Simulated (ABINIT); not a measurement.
**A GW chain in ABINIT: H4C (I-43m)**

Wanted: ground state, empty states, screening and self-energy for H4C (I-43m).

Main program and level: ABINIT 10.8.3; LDA and many-body steps on it, plane waves.

## (1) Set-up

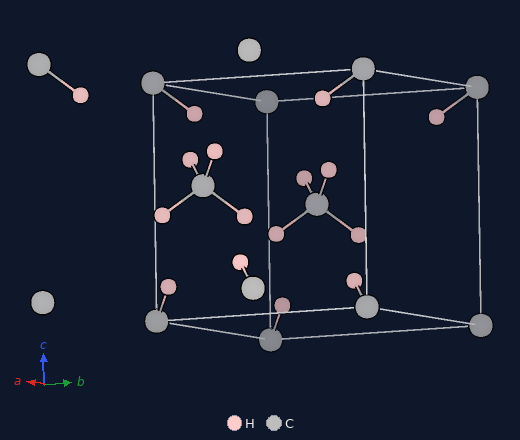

The cell as given, slightly off an axis (hydrogen pink, carbon light grey). 2×1×1 cells are drawn. This picture shows the conventional cell, with its axes. Bonds to atoms that aren't drawn are left out. Some periodic images of atoms are drawn too.

Structure file:

```cif
data_structure
_symmetry_space_group_name_H-M 'P 1'
_symmetry_Int_Tables_number 1
_cell_length_a 4.2936
_cell_length_b 4.2936
_cell_length_c 4.2936
_cell_angle_alpha 109.471
_cell_angle_beta 109.471
_cell_angle_gamma 109.471
_cell_volume 60.93
loop_
_atom_site_label
_atom_site_type_symbol
_atom_site_fract_x
_atom_site_fract_y
_atom_site_fract_z
_atom_site_occupancy
H1 H 0.00000 0.00000 0.74631 1
H2 H 0.74631 0.00000 0.00000 1
H3 H 0.00000 0.74631 0.00000 1
H4 H 0.25369 0.25369 0.25369 1
C5 C 0.00000 0.00000 0.00000 1
```

The cell and positions are those that the Materials Project relaxed with its own functionals (PBE, PBE+U or r2SCAN), kept fixed.

## (2) Ground state

This step: ABINIT 10.8.3; DFT, LDA, plane waves, norm-conserving pseudopotentials.

The ground-state density comes first.

Input file run.abi:

```
acell 3*1.0 Angstrom
rprim 
  -2.478924680900 2.478924680900 2.478924680900
  2.478924680900 -2.478924680900 2.478924680900
  2.478924680900 2.478924680900 -2.478924680900
ntypat 2
znucl 1 6
natom 5
typat 1 1 1 1 2
xred 
  0.000000000000 0.000000000000 0.746312870000
  0.746312870000 0.000000000000 0.000000000000
  0.000000000000 0.746312870000 0.000000000000
  0.253687130000 0.253687130000 0.253687130000
  0.000000000000 0.000000000000 0.000000000000
pp_dirpath "pseudos"
pseudos "H.upf, C.upf"
ecut 37
ngkpt 6 6 6
nshiftk 1
shiftk 0 0 0
kptopt 1
chksymbreak 0
nband 10
occopt 1
tolvrs 1e-10
nstep 60
prtwf 0
optforces 0
optstress 0
indata_prefix "in"
outdata_prefix "out"
tmpdata_prefix "tmp"
```

Launch:

```bash
OMP_NUM_THREADS=1 mpirun -n 4 abinit run.abi > log
```

Numbers of over 12 decimals in the logs are rounded to 6 here.

What it wrote:

```text
.Version 10.8.3 of ABINIT. v10.8.2 released Aug 2026.

 Symmetries : space group I-4 3 m (#217); Bravais cI (body-center cubic)
================================================================================
 Values of the parameters that define the memory need of the present run
     intxc =       0    ionmov =       0      iscf =       7    lmnmax =       4
     lnmax =       4     mgfft =      48  mpssoang =       2    mqgrid =    3001
     natom =       5  nloc_mem =       1    nspden =       1   nspinor =       1
    nsppol =       1      nsym =      24    n1xccc =    2501    ntypat =       2
    occopt =       1   xclevel =       1
-    mband =          10        mffmem =           1         mkmem =           4
       mpw =        4435          nfft =      110592          nkpt =          16
================================================================================
  Rough estimation (10% accuracy) of disk space for files :
================================================================================

--------------------------------------------------------------------------------
------------- Echo of variables that govern the present computation ------------
--------------------------------------------------------------------------------
 -outvars: echo values of preprocessed input variables --------
            acell      1.8897261259E+00  1.8897261259E+00  1.8897261259E+00 Bohr

      chksymbreak           0
             ecut      3.70000000E+01 Hartree
-          fftalg         312

              ixc       -1012
              kpt      0.00000000E+00  0.00000000E+00  0.00000000E+00
                       1.66666667E-01  0.00000000E+00  0.00000000E+00
                       3.33333333E-01  0.00000000E+00  0.00000000E+00
                       5.00000000E-01  0.00000000E+00  0.00000000E+00
                       1.66666667E-01  1.66666667E-01  0.00000000E+00
                       3.33333333E-01  1.66666667E-01  0.00000000E+00
                       3.33333333E-01  3.33333333E-01  0.00000000E+00
                       1.66666667E-01  1.66666667E-01  1.66666667E-01
                       3.33333333E-01  1.66666667E-01  1.66666667E-01
   [... 5 further rows ...]
                       5.00000000E-01  5.00000000E-01  3.33333333E-01
                       5.00000000E-01  5.00000000E-01  5.00000000E-01
         kptrlatt        6    0    0      0    6    0      0    0    6
          kptrlen      4.86826350E+01
P           mkmem           4
            natom           5
            nband          10
            ngfft          48      48      48
             nkpt          16
            nstep          60
             nsym          24
           ntypat           2
              occ      2.000000  2.000000  2.000000  2.000000  0.000000  0.000000
                       0.000000  0.000000  0.000000  0.000000
        optforces           0
        optstress           0
            prtwf           0
            rprim     -2.4789246809E+00  2.4789246809E+00  2.4789246809E+00
[...]
spgroup         217

           tolvrs      1.00000000E-10

             xred      9.1637589985E-20  9.1637589985E-20  7.4631287000E-01
[...]
znucl        1.00000    6.00000

================================================================================

 chkinp: Checking input parameters for consistency.

================================================================================
== DATASET  1 ==================================================================
-   mpi_nproc: 4, omp_nthreads: 1 (-1 if OMP is not activated)

--- !DatasetInfo
iteration_state: {dtset: 1, }
dimensions: {natom: 5, nkpt: 16, mband: 10, nsppol: 1, nspinor: 1, nspden: 1, mpw: 4435, }
cutoff_energies: {ecut:  37.0, pawecutdg:  -1.0, }
electrons: {nelect:   8.00000000E+00, charge:   0.00000000E+00, occopt:   1.00000000E+00, tsmear:   1.00000000E-02, }

 Real(R)+Recip(G) space primitive vectors, cartesian coordinates (Bohr,Bohr^-1):
 R(1)= -4.6844887  4.6844887  4.6844887  G(1)=  0.0000000  0.1067352  0.1067352
 R(2)=  4.6844887 -4.6844887  4.6844887  G(2)=  0.1067352  0.0000000  0.1067352
 R(3)=  4.6844887  4.6844887 -4.6844887  G(3)=  0.1067352  0.1067352  0.0000000
 Unit cell volume ucvol=  4.1119383E+02 bohr^3
 Angles (23,13,12)=  1.09471221E+02  1.09471221E+02  1.09471221E+02 degrees

 getcut: wavevector=  0.0000  0.0000  0.0000  ngfft=  48  48  48
         ecut(hartree)=     37.000   => boxcut(ratio)=   2.16049

--- Pseudopotential description ------------------------------------------------
- H Generated using ONCVPSP code by D. R. Hamann
-  1.00000   1.00000  180309                  znucl, zion, pspdat
12 -1012 1 -1 1180                            pspcod,pspxc,lmax,lloc,mmax
     nproj     2     1
  pspatm : epsatm=    0.35439867
         --- l  ekb(1:nproj) -->
[...]
1   -0.275071
 pspatm: atomic psp has been read  and splines computed

- C Generated using ONCVPSP code by D. R. Hamann
-  6.00000   4.00000  180309                  znucl, zion, pspdat
12 -1012 1 -1 1234                            pspcod,pspxc,lmax,lloc,mmax
     nproj     2     2
  pspatm : epsatm=    4.35103003
         --- l  ekb(1:nproj) -->
[...]
pspatm: atomic psp has been read  and splines computed

   4.61489976E+01                                ecore*ucvol(ha*bohr**3)
--------------------------------------------------------------------------------

_setup2: Arith. and geom. avg. npw (full set) are    4420.097    4420.086

================================================================================

--- !BeginCycle
iteration_state: {dtset: 1, }
solver: {iscf: 7, nstep: 60, nline: 4, wfoptalg: 0, }
tolerances: {tolvrs: 1.00E-10, }

     iter   Etot(hartree)      deltaE(h)  residm     vres2
 ETOT  1  -8.192123    -8.192E+00 6.829E-02 1.272E+03
 ETOT  2  -8.313161    -1.210E-01 4.593E-03 2.104E+02
 ETOT  3  -8.357180    -4.402E-02 3.978E-03 1.979E+01
 ETOT  4  -8.358983    -1.803E-03 5.694E-04 1.394E-01
 ETOT  5  -8.358991    -7.742E-06 2.736E-04 1.335E-02
 ETOT  6  -8.358992    -7.746E-07 4.747E-05 3.117E-04
 ETOT  7  -8.358992    -2.391E-08 3.222E-05 3.488E-06
 ETOT  8  -8.358992    -2.327E-10 5.786E-06 6.157E-08
 ETOT  9  -8.358992    -1.548E-11 4.151E-06 4.343E-09
 ETOT 10  -8.358992    -4.601E-13 1.117E-06 1.756E-11

 At SCF step   10       vres2   =  1.76E-11 < tolvrs=  1.00E-10 =>converged.

--- !ResultsGS
iteration_state: {dtset: 1, }
comment   : Summary of ground state results
lattice_vectors:
- [ -4.6844887,   4.6844887,   4.6844887, ]
- [  4.6844887,  -4.6844887,   4.6844887, ]
- [  4.6844887,   4.6844887,  -4.6844887, ]
lattice_lengths: [   8.11377,    8.11377,    8.11377, ]
lattice_angles: [109.471, 109.471, 109.471, ] # degrees, (23, 13, 12)
lattice_volume:   4.1119383E+02
convergence: {deltae: -4.601E-13, res2:  1.756E-11, residm:  1.117E-06, diffor:  0.000E+00, }
etotal    :  -8.35899161E+00
entropy   :   0.00000000E+00
fermie    :  -2.55225365E-01
cartesian_stress_tensor: null
pressure_GPa: null
xred      :
- [  9.1638E-20,   9.1638E-20,   7.4631E-01,  H]
- [  7.4631E-01,  -9.1638E-20,   1.2012E-17,  H]
- [ -9.1638E-20,   7.4631E-01,   1.1829E-17,  H]
- [  2.5369E-01,   2.5369E-01,   2.5369E-01,  H]
- [  0.0000E+00,   0.0000E+00,   0.0000E+00,  C]
cartesian_forces: null
force_length_stats: {min: null, max: null, mean: null, }

 Integrated electronic density in atomic spheres:
 ------------------------------------------------
 Atom  Sphere_radius  Integrated_density
[...]
================================================================================

 ----iterations are completed or convergence reached----

 Mean square residual over all n,k,spin=   17.352E-09; max=  11.172E-07
 reduced coordinates (array xred) for    5 atoms
       0.000000000000      0.000000000000      0.746312870000
       0.746312870000     -0.000000000000      0.000000000000
      -0.000000000000      0.746312870000      0.000000000000
       0.253687130000      0.253687130000      0.253687130000
       0.000000000000      0.000000000000      0.000000000000
 rms dE/dt=  0.0000E+00; max dE/dt=  0.0000E+00; dE/dt below (all hartree)
    1       0.000000000000      0.000000000000      0.000000000000
    2       0.000000000000      0.000000000000      0.000000000000
    3       0.000000000000      0.000000000000      0.000000000000
    4       0.000000000000      0.000000000000      0.000000000000
    5       0.000000000000      0.000000000000      0.000000000000

 cartesian coordinates (angstrom) at end:
    1      1.850053     1.850053    -1.850053
    2     -1.850053     1.850053     1.850053
    3      1.850053    -1.850053     1.850053
    4      0.628871     0.628871     0.628871
    5      0.000000     0.000000     0.000000
 length scales=  1.889726125908  1.889726125908  1.889726125908 bohr
              =  1.000000000000  1.000000000000  1.000000000000 angstroms
 prteigrs : about to open file out_EIG
 Fermi (or HOMO) energy (hartree) =  -0.25523   Average Vxc (hartree)=  -0.22677
 Eigenvalues (hartree) for nkpt=  16  k points:
 kpt#   1, nband= 10, wtk=  0.00463, kpt=  0.0000  0.0000  0.0000 (reduced coord)
  -0.55230   -0.25523   -0.25523   -0.25523    0.01275    0.19499    0.19499    0.19499
   0.33780    0.33780
 prteigrs : prtvol=0 or 1, do not print more k-points.

--- !EnergyTerms
iteration_state     : {dtset: 1, }
comment             : Components of total free energy in Hartree
kinetic             :  6.49541235726336E+00
hartree             :  4.22556828625824E+00
xc                  : -3.49555701604164E+00
Ewald energy        : -2.17405362436174E+00
psp_core            :  1.12231736885718E-01
local_psp           : -1.27752748173762E+01
non_local_psp       : -7.47318537027436E-01
total_energy        : -8.35899161439974E+00
total_energy_eV     : -2.27459749446348E+02
band_energy         : -2.69859166061877E+00

== END DATASET(S) ==============================================================
================================================================================

 -outvars: echo values of variables after computation  --------
           etotal     -8.3589916144E+00
            nband          10
             nkpt          16
          spgroup         217
 [... the other variables as echoed above ...]

 Calculation completed.
```

Elapsed: 9.3 s, on 4 MPI ranks of Intel Xeon Platinum 8375C at 2.90GHz (Ice Lake), shared host; peak memory 0.37 GiB.

This step gave:

* total energy: -227.4597 eV
* gap: 7.292 eV
* k of the valence top: 0, 0, 0
* k of the conduction bottom: 0, 0, 0
* least direct gap: 7.292 eV

The gap is direct, at Γ.

[end of part 1 of 3]

[Paths, hosts, dates, memory and timing lines, banners, echoed tables and standing remarks are left out of the program output.]

[Logs are printed without paths, hosts, clocks, repeated set-up lines and the standing remarks that a program may print on its own settings, such as how far it seeks lower states.]

[Runs of the session that timed out or met a known fault of the program may be left out.]

[Hosts, paths, dates, database ids (printed as entryN), source tags and the programs' standing remarks are cut or masked in the printed files.]

[G0W0 gaps are taken among the corrected bands and points alone; a level outside them can change the order at an edge.]

[Where Ansatz stands beside ABINIT at settings called matched, ABINIT's density can come from a denser mesh and the files from another edition; pairs whose starting gaps differed by over 0.03 eV were left out, so agreement reads better than it is.]
